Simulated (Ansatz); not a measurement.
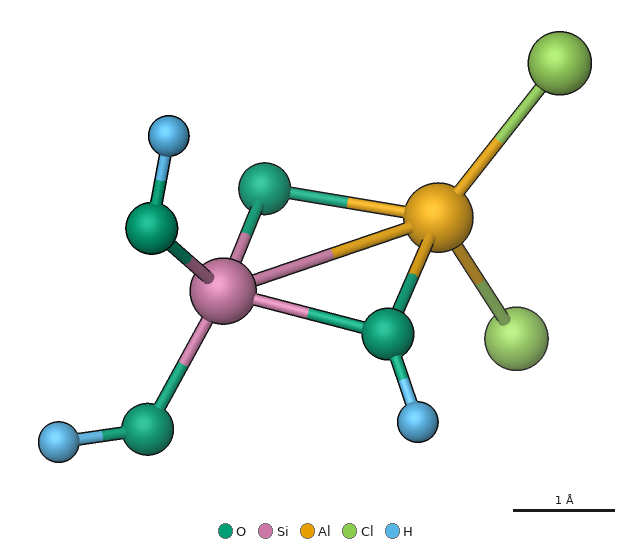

Rendered structure (ball-and-stick style).

The computed structure is the end point of a PBE0-D4/def2-TZVP optimisation.

> What is the molecular formula?

AlCl₂H₃O₄Si, 11 atoms: 1 aluminium, 2 chlorine, 3 hydrogen, 4 oxygen and 1 silicon.

> How many bonds of each kind are drawn?

4 O–Si, 3 O–H, 2 Al–Cl, 2 Al–O, 1 Al–Si. Sticks follow a distance rule.

> Which point group does it belong to?

C1.

The parts below concern this one geometry. Atoms keep their numbers from picture to picture.

## Thermal motion

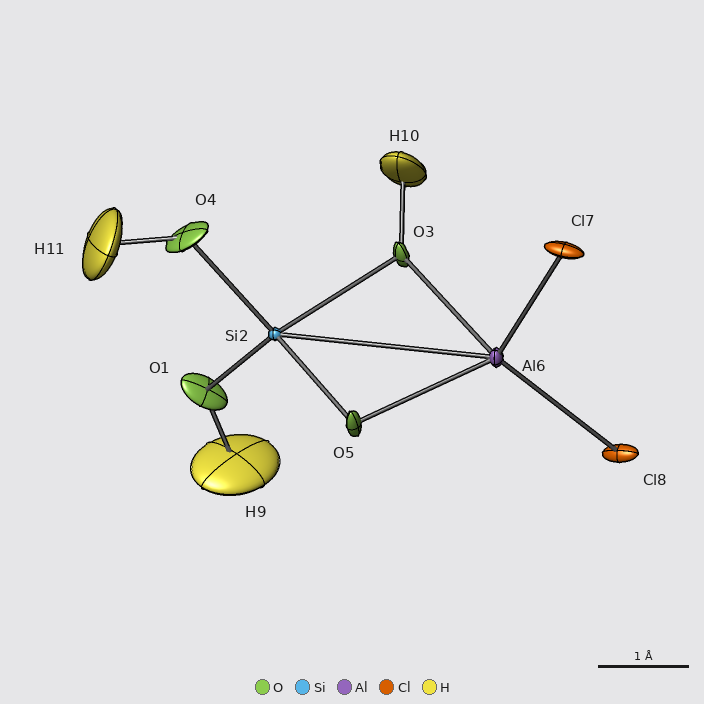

Displacement ellipsoids at the 50 % level, from the internal vibrations of the free molecule (harmonic, no overall translation or rotation; no half-axis is drawn under 0.075 Å). Vibrations computed with RKS PBE0-D4/def2-TZVP (Ansatz 0.2.0). Temperature: 298 K.

> Which atom has the largest mean-square displacement?

H11, with U_eq = 0.0829 Å².

> Does H10 move more along its bond or across it?

Across it: the root-mean-square amplitude is 0.104 Å along the bond and up to 0.371 Å across, since bending and torsion are softer than stretching.

Give the displacement parameters, one line for each set of equivalent atoms.

| atom | U_eq (Å²) | rms amplitudes (Å) |
| --- | --- | --- |
| O1 | 0.0186 | 0.051, 0.126, 0.194 |
| Si2 | 0.0017 | 0.036, 0.042, 0.045 |
| O3 | 0.0084 | 0.049, 0.069, 0.134 |
| O4 | 0.0207 | 0.049, 0.143, 0.198 |
| O5 | 0.0086 | 0.046, 0.059, 0.142 |
| Al6 | 0.0043 | 0.043, 0.068, 0.081 |
| Cl7 | 0.0100 | 0.053, 0.073, 0.148 |
| Cl8 | 0.0093 | 0.052, 0.070, 0.142 |
| H9 | 0.0738 | 0.107, 0.284, 0.360 |
| H10 | 0.0580 | 0.094, 0.166, 0.371 |
| H11 | 0.0829 | 0.108, 0.270, 0.405 |

## Vibrations

Harmonic vibrations computed with RKS PBE0-D4/def2-TZVP (Ansatz 0.2.0) at a stationary point of the same level.

> List the wavenumbers.

27 modes: 50, 86, 123, 170, 178, 186, 247, 257, 304, 330, 360, 371, 407, 448, 543, 598, 743, 757, 810, 841, 879, 916, 1014, 1089, 3896, 3914, 3931 cm⁻¹.

## Levels of theory compared

Program: Ansatz 0.2.0.

Tabulate HOMO–LUMO gap (eV) at these levels: PBE-D4/def2-TZVPP; PBE0-D4/def2-TZVPP; r2SCAN-D4/def2-TZVPP; r2SCANh-D4/def2-TZVPP; revPBE-D4/def2-TZVPP; ωB97M-V/def2-QZVPP; ωB97M-V/def2-SVP; ωB97M-V/def2-TZVPP.

| level | HOMO–LUMO gap (eV) |
| --- | --- |
| PBE-D4/def2-TZVPP | 5.85 |
| PBE0-D4/def2-TZVPP | 8.16 |
| r2SCAN-D4/def2-TZVPP | 6.82 |
| r2SCANh-D4/def2-TZVPP | 7.61 |
| revPBE-D4/def2-TZVPP | 5.90 |
| ωB97M-V/def2-QZVPP | 11.38 |
| ωB97M-V/def2-SVP | 12.27 |
| ωB97M-V/def2-TZVPP | 11.90 |
